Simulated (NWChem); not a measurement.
**Energy and gradient calculation of BOF (part 1 of 3)**

System: BOF.
Method: TPSS/def2-SVP, RKS (NWChem 7.3.0).

The geometry comes from this level: PBE0-D4/def2-TZVP.

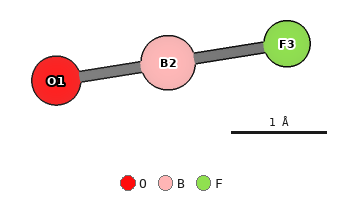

Figure 1. The input geometry (ball-and-stick view, seen at an oblique angle; atoms are numbered from 1 in the order of the input).

### Key numbers

- outcome: converged
- total energy: −199.867339 hartree
- basis functions: 42
- largest force: 0.990 eV/Å
- HOMO: −8.51 eV
- LUMO: −0.59 eV
- dipole moment: 1.91 D
- hardware: 1 thread of Intel Xeon @ 2.90GHz (Ice Lake), 16 GiB of memory available, shared host
- wall time: 8.1 s
- peak memory: 0.12 GiB

### Input
```
start m1
memory stack 880 mb heap 220 mb global 1100 mb
charge 0

geometry noautosym nocenter noautoz
  O        0.983100      -0.565100       0.479900
  B        0.020300      -0.011600       0.009900
  F       -1.003400       0.576800      -0.489800
end

basis spherical bse
  * library def2-SVP
end

dft
  xc xtpss03 ctpss03
  grid xfine
  convergence energy 1e-08
  iterations 100
  mulliken
  print medium
end

task dft gradient
```

Launched with:
```bash
nwchem m1.nw > m1.out
```

### What the program printed
```
Northwest Computational Chemistry Package (NWChem) 7.3.0
             --------------------------------------------------------

           Job information
           ---------------

    nwchem branch   = 7.3.0
    use scalapack   = T
    input           = m1.nw
    prefix          = m1.
    data base       = ./m1.db
    status          = startup
    nproc           =        1

           Memory information
           ------------------

    heap     =     28835834 doubles =      220.0 Mbytes
    stack    =    115343359 doubles =      880.0 Mbytes
    global   =    144179200 doubles =     1100.0 Mbytes (distinct from heap & stack)
    total    =    288358393 doubles =     2200.0 Mbytes
    verify   = yes
    hardfail = no

           Directory information
           ---------------------

  0 permanent = .
  0 scratch   = .

                                NWChem Input Module
                                -------------------

 Scaling coordinates for geometry "geometry" by  1.889725989
 (inverse scale =  0.529177249)

                             Geometry "geometry" -> ""
                             -------------------------

 Output coordinates in angstroms (scale by  1.889725989 to convert to a.u.)

  No.       Tag          Charge          X              Y              Z
 ---- ---------------- ---------- -------------- -------------- --------------
    1 O                    8.0000     0.98310000    -0.56510000     0.47990000
    2 B                    5.0000     0.02030000    -0.01160000     0.00990000
    3 F                    9.0000    -1.00340000     0.57680000    -0.48980000

      Atomic Mass
      -----------

      O                 15.994910
      B                 11.009310
      F                 18.998400

 Effective nuclear repulsion energy (a.u.)      51.4389538556

            Nuclear Dipole moment (a.u.)
            ----------------------------
        X                 Y               Z
 ---------------- ---------------- ----------------
    -2.0112353696     1.1572681954    -0.9817126511

            XYZ format geometry
            -------------------
     3
 geometry
 O                     0.98310000    -0.56510000     0.47990000
 B                     0.02030000    -0.01160000     0.00990000
 F                    -1.00340000     0.57680000    -0.48980000

 ==============================================================================
                                internuclear distances
 ------------------------------------------------------------------------------
       center one      |      center two      | atomic units |  angstroms
 ------------------------------------------------------------------------------
    2 B                |   1 O                |     2.27886  |     1.20592
    3 F                |   2 B                |     2.42289  |     1.28214
 ------------------------------------------------------------------------------
                         number of included internuclear distances:          2
 ==============================================================================

 ==============================================================================
                                 internuclear angles
 ------------------------------------------------------------------------------
        center 1       |       center 2       |       center 3       |  degrees
 ------------------------------------------------------------------------------
    1 O                |   2 B                |   3 F                |   180.00
 ------------------------------------------------------------------------------
                            number of included internuclear angles:          1
 ==============================================================================

 Summary of "ao basis" -> "" (spherical)
 ------------------------------------------------------------------------------
       Tag                 Description            Shells   Functions and Types
 ---------------- ------------------------------  ------  ---------------------
 *                          def2-SVP                  on all atoms

                                 NWChem DFT Module
                                 -----------------

                      Basis "ao basis" -> "ao basis" (spherical)
                      -----
  [basis functions not shown]

 Summary of "ao basis" -> "ao basis" (spherical)
 ------------------------------------------------------------------------------
       Tag                 Description            Shells   Functions and Types
 ---------------- ------------------------------  ------  ---------------------
 O                          def2-SVP                 6       14   3s2p1d
 B                          def2-SVP                 6       14   3s2p1d
 F                          def2-SVP                 6       14   3s2p1d

 Summary of "ao basis" -> "ao basis" (spherical)
 ------------------------------------------------------------------------------
       Tag                 Description            Shells   Functions and Types
 ---------------- ------------------------------  ------  ---------------------
 O                          def2-SVP                 6       14   3s2p1d
 B                          def2-SVP                 6       14   3s2p1d
 F                          def2-SVP                 6       14   3s2p1d

  Caching 1-el integrals
  itol2e modified to match energy
  convergence criterion.
  tol_rho modified to match energy
  convergence criterion.

            General Information
            -------------------
          SCF calculation type: DFT
          Wavefunction type:  closed shell.
          No. of atoms     :     3
          No. of electrons :    22
           Alpha electrons :    11
            Beta electrons :    11
          Charge           :     0
          Spin multiplicity:     1
          Use of symmetry is: off; symmetry adaption is: off
          Maximum number of iterations: 100
          AO basis - number of functions:    42
                     number of shells:    18
          Convergence on energy requested:  1.00D-08
          Convergence on density requested:  1.00D-05
          Convergence on gradient requested:  5.00D-04

              XC Information
              --------------
                  TPSS metaGGA Exchange Functional  1.000
             TPSS03 metaGGA Correlation Functional  1.000

             Grid Information
             ----------------
          Grid used for XC integration:  xfine
          Radial quadrature: Mura-Knowles
          Angular quadrature: Lebedev.
          Tag              B.-S. Rad. Rad. Pts. Rad. Cut. Ang. Pts.
          ---              ---------- --------- --------- ---------
          O                   0.60      100           7.0      1454
          B                   0.85      100           6.0      1454
          F                   0.50      100           7.0      1454
          Grid pruning is: on
          Number of quadrature shells:   300
          Spatial weights used:  Erf1

          Convergence Information
          -----------------------
          Convergence aids based upon iterative change in
          total energy or number of iterations.
          Levelshifting, if invoked, occurs when the
          HOMO/LUMO gap drops below (HL_TOL):  1.00D-02
          DIIS, if invoked, will attempt to extrapolate
          using up to (NFOCK): 10 stored Fock matrices.

                    Damping( 0%)  Levelshifting(0.5)       DIIS
                  --------------- ------------------- ---------------
          dE  on:    start            ASAP                start
          dE off:    2 iters        100 iters           100 iters

      Screening Tolerance Information
      -------------------------------
          Density screening/tol_rho:  1.00D-11
          AO Gaussian exp screening on grid/accAOfunc:  18
          CD Gaussian exp screening on grid/accCDfunc:  20
          XC Gaussian exp screening on grid/accXCfunc:  20
          Schwarz screening/accCoul:  1.00D-09

      Superposition of Atomic Density Guess
      -------------------------------------

 Sum of atomic energies:        -198.48765991

      Non-variational initial energy
      ------------------------------

 Total energy =    -199.138446
 1-e energy   =    -375.763254
 2-e energy   =     125.185854
 HOMO         =      -0.535539
 LUMO         =       0.012962

   Time after variat. SCF:      0.1

     ---------------------------------------------
      Total Density - Mulliken Population Analysis
     ---------------------------------------------

    Atom       Charge   Shell Charges
 -----------   ------   -------------------------------------------------------
    1 O    8     8.74   1.99  1.14  0.61  3.15  1.84  0.01
    2 B    5     4.03   1.99  0.70  0.05  0.97  0.15  0.16
    3 F    9     9.23   1.99  1.14  0.70  3.44  1.96  0.00
   Time prior to 1st pass:      0.1

 Grid_pts file          = ./m1.gridpts.0
 Record size in doubles =  12289        No. of grid_pts per rec  =   3070
 Max. records in memory =    158        Max. recs in file   = *********

 Grid integrated density:      21.999999713194
 Requested integration accuracy:   0.10E-07

           Memory utilization after 1st SCF pass:
           Heap Space remaining (MW):        0.00                  22
          Stack Space remaining (MW):      115.34           115343004

   convergence    iter        energy       DeltaE   RMS-Dens  Diis-err    time
 ---------------- ----- ----------------- --------- --------- ---------  ------
 d= 0,ls=0.0,diis     1   -199.7312445647 -2.51D+02  4.68D-02  9.69D-01     0.6
 d= 0,ls=0.0,diis     2   -198.8050104742  9.26D-01  3.51D-02  9.72D+00     1.2
 Grid integrated density:      21.999999693739
 Requested integration accuracy:   0.10E-07
 d= 0,ls=0.0,diis     3   -199.8515339534 -1.05D+00  6.01D-03  1.76D-01     1.7
 Grid integrated density:      21.999999709504
 Requested integration accuracy:   0.10E-07
 d= 0,ls=0.0,diis     4   -199.8643275453 -1.28D-02  1.66D-03  3.61D-02     2.2
 d= 0,ls=0.0,diis     5   -199.8672243704 -2.90D-03  3.94D-04  1.23D-03     2.8
  Resetting Diis
 d= 0,ls=0.0,diis     6   -199.8673328910 -1.09D-04  1.38D-04  4.59D-05     3.4
 d= 0,ls=0.0,diis     7   -199.8673388978 -6.01D-06  4.36D-05  1.04D-06     4.0
 d= 0,ls=0.0,diis     8   -199.8673382025  6.95D-07  2.85D-05  8.13D-06     4.6
 d= 0,ls=0.0,diis     9   -199.8673390158 -8.13D-07  3.09D-06  5.90D-08     5.1
 d= 0,ls=0.0,diis    10   -199.8673390196 -3.71D-09  1.63D-06  1.40D-08     5.7

         Total DFT energy =     -199.867339019553
      One electron energy =     -377.450071087179
           Coulomb energy =      149.296324077611
    Exchange-Corr. energy =      -23.152545865546
 Nuclear repulsion energy =       51.438953855561

 Numeric. integr. density =       22.000000014899

     Total iterative time =      5.6s

                       DFT Final Molecular Orbital Analysis
                       ------------------------------------

 Vector    1  Occ=2.000000D+00  E=-2.449511D+01
              MO Center= -1.0D+00,  5.8D-01, -4.9D-01, r^2= 1.2D-02
   Bfn.  Coefficient  Atom+Function         Bfn.  Coefficient  Atom+Function
  ----- ------------  ---------------      ----- ------------  ---------------
    29      0.989219  3 F  s                 30     -0.037755  3 F  s

 Vector    2  Occ=2.000000D+00  E=-1.889631D+01
              MO Center=  9.8D-01, -5.7D-01,  4.8D-01, r^2= 1.5D-02
   Bfn.  Coefficient  Atom+Function         Bfn.  Coefficient  Atom+Function
  ----- ------------  ---------------      ----- ------------  ---------------
     1      0.989140  1 O  s                  2     -0.039987  1 O  s

 Vector    3  Occ=2.000000D+00  E=-6.692776D+00
              MO Center=  2.0D-02, -1.2D-02,  9.8D-03, r^2= 4.1D-02
   Bfn.  Coefficient  Atom+Function         Bfn.  Coefficient  Atom+Function
  ----- ------------  ---------------      ----- ------------  ---------------
    15      0.988952  2 B  s                 16     -0.053473  2 B  s

 Vector    4  Occ=2.000000D+00  E=-1.189846D+00
              MO Center= -8.8D-01,  5.1D-01, -4.3D-01, r^2= 3.7D-01
   Bfn.  Coefficient  Atom+Function         Bfn.  Coefficient  Atom+Function
  ----- ------------  ---------------      ----- ------------  ---------------
    30      0.606871  3 F  s                 31      0.337350  3 F  s
    29      0.300625  3 F  s                 16      0.127259  2 B  s
    18      0.122231  2 B  px                32     -0.087515  3 F  px
    15      0.079112  2 B  s                 19     -0.070258  2 B  py
    20      0.059665  2 B  pz                33      0.050301  3 F  py

 Vector    5  Occ=2.000000D+00  E=-9.126370D-01
              MO Center=  7.9D-01, -4.5D-01,  3.8D-01, r^2= 4.6D-01
   Bfn.  Coefficient  Atom+Function         Bfn.  Coefficient  Atom+Function
  ----- ------------  ---------------      ----- ------------  ---------------
     2      0.564511  1 O  s                  1      0.281574  1 O  s
    16      0.236406  2 B  s                  3      0.231555  1 O  s
    18     -0.188192  2 B  px                15      0.126056  2 B  s
     4     -0.121309  1 O  px                19      0.108187  2 B  py
    20     -0.091867  2 B  pz                 5      0.069739  1 O  py

 Vector    6  Occ=2.000000D+00  E=-5.463065D-01
              MO Center= -1.0D+00,  5.7D-01, -4.9D-01, r^2= 5.3D-01
   Bfn.  Coefficient  Atom+Function         Bfn.  Coefficient  Atom+Function
  ----- ------------  ---------------      ----- ------------  ---------------
    32      0.477719  3 F  px                16     -0.285465  2 B  s
    33     -0.274578  3 F  py                31      0.272441  3 F  s
    34      0.233189  3 F  pz                35     -0.229930  3 F  px
    18     -0.208042  2 B  px                30      0.175682  3 F  s
    15     -0.132743  2 B  s                 36      0.132156  3 F  py

 Vector    7  Occ=2.000000D+00  E=-4.654249D-01
              MO Center= -8.5D-01,  4.9D-01, -4.1D-01, r^2= 7.3D-01
   Bfn.  Coefficient  Atom+Function         Bfn.  Coefficient  Atom+Function
  ----- ------------  ---------------      ----- ------------  ---------------
    34      0.557510  3 F  pz                37     -0.352708  3 F  pz
    33      0.245605  3 F  py                20      0.186493  2 B  pz
    36     -0.155381  3 F  py                32     -0.130971  3 F  px
    35      0.082859  3 F  px                19      0.082157  2 B  py
     6     -0.078587  1 O  pz                23     -0.064964  2 B  pz

 Vector    8  Occ=2.000000D+00  E=-4.654249D-01
              MO Center= -8.5D-01,  4.9D-01, -4.1D-01, r^2= 7.3D-01
   Bfn.  Coefficient  Atom+Function         Bfn.  Coefficient  Atom+Function
  ----- ------------  ---------------      ----- ------------  ---------------
    33      0.496181  3 F  py                32      0.351571  3 F  px
    36     -0.313908  3 F  py                35     -0.222422  3 F  px
    19      0.165974  2 B  py                34     -0.135995  3 F  pz
    18      0.117609  2 B  px                37      0.086037  3 F  pz
     5     -0.069935  1 O  py                22     -0.057818  2 B  py

 Vector    9  Occ=2.000000D+00  E=-3.714527D-01
              MO Center=  1.0D+00, -6.0D-01,  5.1D-01, r^2= 6.6D-01
   Bfn.  Coefficient  Atom+Function         Bfn.  Coefficient  Atom+Function
  ----- ------------  ---------------      ----- ------------  ---------------
     4      0.445623  1 O  px                 3      0.368323  1 O  s
    16     -0.315261  2 B  s                  5     -0.256196  1 O  py
     2      0.236280  1 O  s                 18      0.227069  2 B  px
     6      0.217539  1 O  pz                 7      0.204136  1 O  px
    15     -0.138417  2 B  s                 19     -0.130522  2 B  py

 Vector   10  Occ=2.000000D+00  E=-3.127234D-01
              MO Center=  6.9D-01, -4.0D-01,  3.4D-01, r^2= 1.1D+00
   Bfn.  Coefficient  Atom+Function         Bfn.  Coefficient  Atom+Function
  ----- ------------  ---------------      ----- ------------  ---------------
     6      0.497024  1 O  pz                 9      0.318515  1 O  pz
    20     -0.241067  2 B  pz                 5      0.228550  1 O  py
    34      0.180404  3 F  pz                 8      0.146465  1 O  py
    37     -0.133970  3 F  pz                 4     -0.111233  1 O  px
    19     -0.110854  2 B  py                23      0.083439  2 B  pz
```
